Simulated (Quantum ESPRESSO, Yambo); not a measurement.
# AlN (F-43m): G0W0 with Yambo, start to end, part 2 of 2

How does a plane-wave GW calculation on AlN (F-43m) run from the first input to the gap?

Quantum ESPRESSO 7.5 and Yambo 5.3.0; PBE and many-body steps on it, plane waves. Known limits of the many-body steps: not at the basis limit; coarse k mesh.

So far. Step 3 (Bands along the symmetry lines): The gap is 3.325 eV, as in the run before at this level. Step 4 (Empty states on the mesh, 4×4×4 mesh, 51 bands): On this mesh the gap is 3.325 eV.

## Step 5: Conversion and set-up

This step: Yambo 5.3.0; conversion and set-up on PBE, plane waves, norm-conserving pseudopotentials.

The states are converted to the many-body program's format and the q mesh is built.

Command:

```sh
$ (cd o/x.save; p2y > p2y.log; mv SAVE ../..); yambo > setup.log
```

Output:

```text
 Yambo, version 5.3.0

 [02] CORE Variables Setup
 =========================

  [02.01] Unit cells
  ==================

  Cell kind             :  FCC
  Atoms in the cell     :  Al  N
  number of Al atoms    :  1
  number of N  atoms    :  1

  List of atomic masses
  Mass of Al    :  26.98200
  Mass of N     :  14.00700

  List of atomic coordinates    : [cc]
  Al1       :  0.000000  0.000000  0.000000  order 1
  N1       :  6.190725  6.190725  6.190725  order 2

  Alat factors          :  4.127150  4.127150  4.127150 [a.u.]
  Direct lattice volume :  140.5985 [a.u.]
  Direct lattice vectors:  A[ 1 ]  A[ 2 ]  A[ 3 ]
   A[ 1 ]: -0.000000  1.000000  1.000000  [iru]
  -0.000000  4.127150  4.127150  [cc]
   A[ 2 ]:  1.000000 -0.000000  1.000000  [iru]
   4.127150 -0.000000  4.127150  [cc]
   A[ 3 ]:  1.000000  1.000000 -0.000000  [iru]
   4.127150  4.127150 -0.000000  [cc]

  Recip. lattice volume :  1.764245 [a.u.]
  Recip. lattice vectors:  B[ 1 ]  B[ 2 ]  B[ 3 ]
   B[ 1 ]: -0.500000  0.500000  0.500000  [iku]
  -0.761202  0.761202  0.761202  [cc]
   B[ 2 ]:  0.500000 -0.500000  0.500000  [iku]
   0.761202 -0.761202  0.761202  [cc]
   B[ 3 ]:  0.500000  0.500000 -0.500000  [iku]
   0.761202  0.761202 -0.761202  [cc]

  [02.02] Symmetries
  ==================

  Inversion symmetry    : yes
  Spatial inversion     : no
  Inversion index       :  25
  K-space Time-reversal : yes
  Magnetic symmetries   : no
  Time-reversal derived K-space symmetries:   25   48
  Group table correct   : yes
  Symmetries units      :  [cc]

   [S  1]:   1.0000     -0.16624E-17 -0.16624E-17 -0.16624E-17   1.0000      0.16624E-17  0.16624E-17  0.16624E-17   1.0000
   [S  2]:  -1.0000      0.16624E-17 -0.16624E-17  0.16624E-17  -1.0000      0.16624E-17 -0.16624E-17 -0.16624E-17   1.0000
   [S  3]:  -1.0000     -0.16624E-17  0.16624E-17  0.16624E-17   1.0000     -0.16624E-17 -0.16624E-17  0.16624E-17  -1.0000
[...]
[S  9]: -0.16624E-17   1.0000     -0.16624E-17  0.16624E-17 -0.16624E-17   1.0000       1.0000      0.16624E-17  0.16624E-17
   [S 10]: -0.16624E-17  -1.0000      0.16624E-17  0.16624E-17  0.16624E-17  -1.0000       1.0000     -0.16624E-17 -0.16624E-17
     [... 36 further rows ...]
   [S*47]:   1.0000     -0.16624E-17  0.16624E-17 -0.16624E-17  0.16624E-17  -1.0000      0.16624E-17   1.0000     -0.16624E-17
   [S*48]:   1.0000      0.16624E-17 -0.16624E-17 -0.16624E-17 -0.16624E-17   1.0000      0.16624E-17  -1.0000      0.16624E-17

  [02.03] Reciprocal space
  ========================

  nG shells         :  167
  nG charge         :  11575
  nG WFs            :  1905
  nC WFs            :  1475
  G-vecs. in first 16 shells:  [ Number ]
     1    9   15   27   51   59   65   89  113
   137  169  181  229  259  283  307
  ...
  Shell energy in first 16 shells:  [ mHa ]
[...]
K lattice UC volume  :  0.027566 [a.u.]

  IBZ K-points                                      :   8
  BZ  K-points                                      :   64

  K/Q-points units:
  rlu = crystal or reduced units; cc = cartesian coordinates; iku = interal k-units

  K [1]          [rlu]:  0.000000  0.000000  0.000000
         WF components:  1459
  K [2]          [rlu]: -0.52978E-17 -0.52978E-17  0.25000
         WF components:  1447
  K [3]          [rlu]:  0.10596E-16  0.10596E-16 -0.50000
         WF components:  1458
  K [4]          [rlu]:  0.17136E-17  0.25000      0.25000
         WF components:  1475
  K [5]          [rlu]:  0.71862E-17  0.25000     -0.50000
         WF components:  1461
  [... 2 further k-points ...]
  K [8]          [rlu]:  0.250000 -0.500000 -0.250000
         WF components:  1448

  [02.05] Energies & Occupations
  ==============================

  [X] === General ===
  [X] Electronic Temperature                        :  0.000000  0.000000 [eV K]
  [X] Bosonic    Temperature                        :  0.000000  0.000000 [eV K]
  [X] Finite Temperature mode                       : no
  [X] El. density                                   :  0.38398E+24 [cm-3]
  [X] Fermi Level                                   :  6.956541 [eV]

  [X] === Gaps and Widths ===
  [X] Conduction Band Min                           :  3.324859 [eV]
  [X] Valence Band Max                              :  0.000000 [eV]
  [X] Filled Bands                                  :   4
  [X] Empty Bands                                   :    5   51
  [X] Direct Gap                                    :  4.192097 [eV]
  [X] Direct Gap localized at k                     :  1
  [X] Indirect Gap                                  :  3.324859 [eV]
  [X] Indirect Gap between kpts                     :   1   7
  [X] Last valence band width                       :  2.697200 [eV]
  [X] 1st conduction band width                     :  4.489928 [eV]

  E @ K [1]:  [eV]
   -14.9671    -0.826624E-8 -0.156343E-8   0.00000      4.19210      12.5894      12.5894      12.5894
  occ @ K [1]
   2.000000  2.000000  2.000000  2.000000  0.000000  0.000000  0.000000  0.000000
  E @ K [2]:  [eV]
  -14.11652  -3.25771  -0.25553  -0.25553   6.45187  10.97736  12.34939  12.34939
  occ @ K [2]
[...]
E @ K [3]:  [eV]
[...]
occ @ K [3]
[...]
E @ K [4]:  [eV]
[...]
occ @ K [4]
[...]
E @ K [5]:  [eV]
[...]
occ @ K [5]
[...]
[... 2 further k-points ...]
  E @ K [8]:  [eV]
  -12.22523  -3.77424  -3.43625  -2.69720   6.04839  11.44788  11.98020  12.16006
  occ @ K [8]
   2.000000  2.000000  2.000000  2.000000  0.000000  0.000000  0.000000  0.000000

 [03] Transferred momenta grid and indexing
 ==========================================

 IBZ Q-points                                      :   8
 BZ  Q-points                                      :   64

 K/Q-points units:
 rlu = crystal or reduced units; cc = cartesian coordinates; iku = interal k-units

 Q [1]          [rlu]:  0.000000  0.000000  0.000000
 Q [2]          [rlu]: -0.52978E-17 -0.52978E-17  0.25000
 Q [3]          [rlu]:  0.10596E-16  0.10596E-16 -0.50000
[...]
Q [7]          [rlu]: -0.39890E-16 -0.50000     -0.50000
 Q [8]          [rlu]:  0.250000 -0.500000 -0.250000

  [03.01] X indexes
  =================

   [03.01.01] Sigma indexes
   ========================

 [06] Game Over & Game summary
```

The job ended after 1.9 s (1 MPI rank of Arm Neoverse V2, shared host; peak memory 0.23 GiB).

## Step 6: Screening and self-energy, 4×4×4 mesh, 51 bands, screening to 163.3 eV

Now the one-shot GW correction: screening in the RPA, then the self-energy of the levels asked for.

This step: G0W0 on PBE, plane waves, norm-conserving pseudopotentials.

File gw1.in:

```
HF_and_locXC
gw0
dyson
ppa
em1d
rim_cut
RandQpts= 1000000
RandGvec= 1 RL
EXXRLvcs= 72 Ry
VXCRLvcs= 288 Ry
Chimod= "HARTREE"
% BndsRnXp
 1 | 51 |
%
NGsBlkXp= 12 Ry
% LongDrXp
 1 | 1 | 1 |
%
% GbndRnge
 1 | 51 |
%
DysSolver= "n"
ExtendOut
PPAPntXp= 27.21138 eV
% QPkrange
 1 | 1 | 3 | 6 |
 7 | 7 | 3 | 6 |
%
```

Command:

```sh
$ OMP_NUM_THREADS=1 mpirun -n 8 yambo -F gw1.in -J gw1 -C gw1 > gw1.log
```

Output:

```text
 Yambo, version 5.3.0

 [02] CORE Variables Setup
 =========================

  [... cell, symmetries and grids as in the set-up ...]

  [02.05] Energies & Occupations
  ==============================

  [X] === General ===
  [X] Electronic Temperature                        :  0.000000  0.000000 [eV K]
  [X] Bosonic    Temperature                        :  0.000000  0.000000 [eV K]
  [X] Finite Temperature mode                       : no
  [X] El. density                                   :  0.38398E+24 [cm-3]
  [X] Fermi Level                                   :  6.956541 [eV]

  [X] === Gaps and Widths ===
  [X] Conduction Band Min                           :  3.324859 [eV]
  [X] Valence Band Max                              :  0.000000 [eV]
  [X] Filled Bands                                  :   4
  [X] Empty Bands                                   :    5   51
  [X] Direct Gap                                    :  4.192097 [eV]
  [X] Direct Gap localized at k                     :  1
  [X] Indirect Gap                                  :  3.324859 [eV]
  [X] Indirect Gap between kpts                     :   1   7
  [X] Last valence band width                       :  2.697200 [eV]
  [X] 1st conduction band width                     :  4.489928 [eV]

 [03] Transferred momenta grid and indexing
 ==========================================

 IBZ Q-points                                      :   8
 BZ  Q-points                                      :   64

 K/Q-points units:
 rlu = crystal or reduced units; cc = cartesian coordinates; iku = interal k-units

 Q [1]          [rlu]:  0.000000  0.000000  0.000000
 Q [2]          [rlu]: -0.52978E-17 -0.52978E-17  0.25000
 Q [3]          [rlu]:  0.10596E-16  0.10596E-16 -0.50000
 Q [4]          [rlu]:  0.19945E-16  0.25000      0.25000
 Q [5]          [rlu]:  0.25178E-16  0.25000      0.50000
 Q [6]          [rlu]:  0.10596E-16  0.25000     -0.25000
 Q [7]          [rlu]: -0.39890E-16 -0.50000     -0.50000
 Q [8]          [rlu]:  0.250000 -0.500000 -0.250000

 [04] Coloumb potential Random Integration (RIM)
 ===============================================

  [04.01] RIM initialization
  ==========================

  * Diagonal components only detected *

  8 x (sBL volume)        :  0.220531 [a.u.]
  sBZ random points       :  1000000
  Points outside the sBZ  :   7987327
  RL volume               :  1.764245 [a.u.]
  Integrated volume       :  1.767044 [a.u.]

  [04.02] RIM integrals
  =====================

  Gamma point sphere radius             :  0.109591 [a.u.]
  Points outside the sphere             :   799513
  [Int_sBZ(q=0) 1/q^2]*(Vol_sBZ)^(-1/3) =:  7.764325
                                 should be <:  7.795600

  Summary of Coulomb integrals for non-metallic bands |Q|[au] RIM/Bare

  Q [1] 0.100000E-4 0.995988 * Q [2] 0.329610 1.065884
  Q [4] 0.380601 1.064810 * Q [6] 0.538251 1.027704
  Q [5] 0.631155 1.020409 * Q [3] 0.659220 1.018308
  Q [7] 0.761202 1.014905 * Q [8] 0.851049 1.011860

 [05] Dipoles
 ============

  [05.01] Setup: observables and procedures
  =========================================

 [06] Dynamic Dielectric Matrix (PPA)
 ====================================

 [SLK-Inversion]  Pools        :  2
 [SLK-Inversion]  BLACS grid   :  2  2

 [WR./gw1//ndb.pp]---------------------------------------------------------------
  Brillouin Zone Q/K grids (IBZ/BZ)                :    8   64    8   64
  RL vectors                                       :  1917 [WF]
  Coulomb cutoff potential                         : none
  Electronic Temperature                           :  0.000000 [K]
  Bosonic    Temperature                           :  0.000000 [K]
  PPA    diel. fun.  energies                      : Perdew, Burke & Ernzerhof(X)+Perdew, Burke & Ernzerhof(C)
  wavefunctions                                    : Perdew, Burke & Ernzerhof(X)+Perdew, Burke & Ernzerhof(C)
  Global Gauge                                     : length
  X matrix size                                    :  137
  X band range                                     :    1   51
  X e/h energy range                               : -1.000000 -1.000000 [eV]
  X Time ordering                                  : R
  X Hxc Kernel                                     : HARTREE
  X Drude frequency                                :  0.000000  0.000000
  X poles                                          :  100.0000 [o/o]
  RL vectors in the sum                            :  1917
  [r,Vnl] included                                 : yes
  Field direction                                  :  0.577350E-5  0.577350E-5  0.577350E-5
  BZ energy Double Grid                            : no
  BZ energy DbGd points                            : 0
  BZ Q point size factor                           : -1.000000
  X Optical Averaged directions                    : none

 [07] Local Exchange-Correlation + Non-Local Fock
 ================================================

 [VXC] Plane waves :  11575
 [EXS] Plane waves :  1471

 QP @ state[ 1 ] K range:  1  1
 QP @ state[ 1 ] b range:   3   6
 QP @ state[ 2 ] K range:   7   7
 QP @ state[ 2 ] b range:   3   6

 [xc] Functional : Perdew, Burke & Ernzerhof(X)+Perdew, Burke & Ernzerhof(C)
 [xc] LIBXC used to calculate xc functional
  PP Number of Atomic Species                      :  2
  NLCC RL compoments                               :  11575
  PP Number of Atomic Species                      :  2
  NLCC RL compoments                               :  11575

 [xc] E_xc :  -3.460990 [Ha]
      E_xc :  -6.921979 [Ry]

  Local XC kind (lXC) : Perdew, Burke & Ernzerhof(X)+Perdew, Burke & Ernzerhof(C)
  Non-Local XC kind (nlXC) : Hartree-Fock

  Corrections @ K [1] :  [eV]
 <3|nlXC|3> = -20.93513 -0.15425E-16 <3|lXC|3> = -16.96897 -0.14161E-15
 <4|nlXC|4> = -20.93519  0.15625E-16 <4|lXC|4> = -16.96897 -0.94408E-16
 <5|nlXC|5> = -7.926791  0.13679E-17 <5|lXC|5> = -12.51951  0.94408E-16
 <6|nlXC|6> = -4.085065 -0.11668E-17 <6|lXC|6> = -9.879197 -0.14161E-15

  Corrections @ K [7] :  [eV]
 <3|nlXC|3> = -20.06171  0.16686E-16 <3|lXC|3> = -15.43685  0.47202E-16
 <4|nlXC|4> = -20.06167  0.12510E-16 <4|lXC|4> = -15.43684  0.21242E-15
 <5|nlXC|5> = -4.945164  0.18569E-17 <5|lXC|5> = -9.183708  0.44254E-16
 <6|nlXC|6> = -4.360070  0.12031E-17 <6|lXC|6> = -9.446587 -0.94407E-16

 [08] Dyson equation: Newton solver
 ==================================

  [08.01] G0W0 (W PPA)
  ====================

  [  GW  ] Bands range     :    1   51
  [GW/PPA] G damping       :  0.100000 [eV]

  QP @ state[ 1 ] K range:  1  1
  QP @ state[ 1 ] b range:   3   6
  QP @ state[ 2 ] K range:   7   7
  QP @ state[ 2 ] b range:   3   6

   Sc/G bands                                       :    1   51
   Sc/G damping                                     :  0.100000 ev
   Sc bands terminator                              : no
   Sx RL components                                 :  1471

   QP @ state[ 1 ] K range                          :  1  1
   QP @ state[ 1 ] b range                          :   3   6
   QP @ state[ 2 ] K range                          :   7   7
   QP @ state[ 2 ] b range                          :   3   6
   GF energies kind                                 : Perdew, Burke & Ernzerhof(X)+Perdew, Burke & Ernzerhof(C)
   GF WF`s kind                                     : Perdew, Burke & Ernzerhof(X)+Perdew, Burke & Ernzerhof(C)
   Xs energies kind                                 : Perdew, Burke & Ernzerhof(X)+Perdew, Burke & Ernzerhof(C)
   Xs WF`s kind                                     : Perdew, Burke & Ernzerhof(X)+Perdew, Burke & Ernzerhof(C)

 [11] Game Over & Game summary
```

The job ended after 7.1 s (8 MPI ranks; peak memory 2.2 GiB).

This step gave:

| Property | Result |
| --- | --- |
| G0W0 gap on the points computed | 4.373 eV |
| starting gap on the mesh | 3.325 eV |
| k of the valence top | 0, 0, 0 |
| k of the conduction bottom | 0, -0.5, -0.5 |
| least direct G0W0 gap on the computed points | 5.519 eV |
| Z at the valence top | 0.7924 |
| Z at the conduction bottom | 0.8391 |

The gap on the mesh goes from 3.32 eV to 4.37 eV, a correction of +1.05 eV.

Limits: finite bands, cutoff and mesh; coarse k mesh. v1 is the top filled band, c1 the lowest empty one. Levels before and after the correction, in eV, zero at the valence-band top of each column:

|  | conduction bottom | valence top |
| --- | --- | --- |
| Kohn-Sham | 3.32 | 0.00 |
| G0W0 | 4.37 | 0.00 |

```csv
,level,energy (eV)
Kohn-Sham,Γ v2-v1,0.000
Kohn-Sham,Γ c1,4.192
Kohn-Sham,Γ c2,12.589
Kohn-Sham,(0 -0.5 -0.5) v2-v1,-1.775
Kohn-Sham,(0 -0.5 -0.5) c1,3.325
Kohn-Sham,(0 -0.5 -0.5) c2,8.652
G0W0,Γ v2-v1,0.000
G0W0,Γ c1,5.519
G0W0,Γ c2,13.936
G0W0,(0 -0.5 -0.5) v2-v1,-2.104
G0W0,(0 -0.5 -0.5) c1,4.372
G0W0,(0 -0.5 -0.5) c2,9.958
```

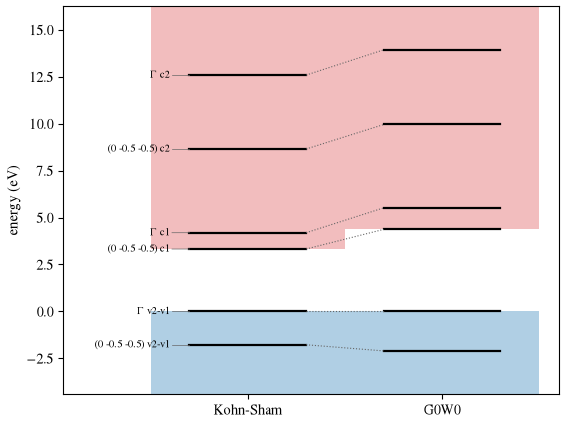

Levels before and after the correction. Shaded: valence and conduction bands.

## Step 7: Where the time went

Times are wall times on the hardware named with each run, good to a factor of about two.

| step | time | share | memory (GiB) |
| --- | --- | --- | --- |
| ground state | 1.6 s | 13 % | 0.05 |
| bands along the symmetry lines | 1.2 s | 9 % | 0.05 |
| empty states on the mesh | 1.2 s | 9 % | 0.05 |
| conversion and set-up | 1.9 s | 15 % | 0.23 |
| screening and self-energy | 7.1 s | 54 % | 2.2 |

## Step 8: Outcome

```json
{"PBE gap": "3.32 eV, indirect", "G0W0 gap on the mesh": "4.37 eV", "GW settings": "4×4×4 mesh, 51 bands, screening to 163.3 eV, Godby-Needs plasmon pole", "known limits": "not at the basis limit; coarse k mesh"}
```

**Reading.** G0W0 moves the gap on the mesh from 3.32 eV to 4.37 eV (+1.05 eV), with Z of 0.79 and 0.84 at the edges. Only 2 of the mesh's irreducible points were corrected, so a valley elsewhere could overtake. The dearest step here is «screening and self-energy». Bands and cutoff are finite, so the gap is not at the basis limit. The miss can reach some tenths of an eV and take either sign; the mesh is an error of its own. In the G0W0 run levels were corrected at 2 k points alone, so a gap called «on the mesh» is the least over those, and an edge elsewhere would be missed. The 4×4×4 mesh is coarse for this cell, which bears on the long-range parts of exchange and screening.

[Paths, hosts, dates, memory and timing lines, banners, echoed tables and standing remarks are left out of the program output.]

[Logs are printed without paths, hosts, clocks, repeated set-up lines and the standing remarks that a program may print on its own settings, such as how far it seeks lower states.]

[Runs of the session that timed out or met a known fault of the program may be left out.]

[Hosts, paths, dates, database ids (printed as entryN), source tags and the programs' standing remarks are cut or masked in the printed files.]
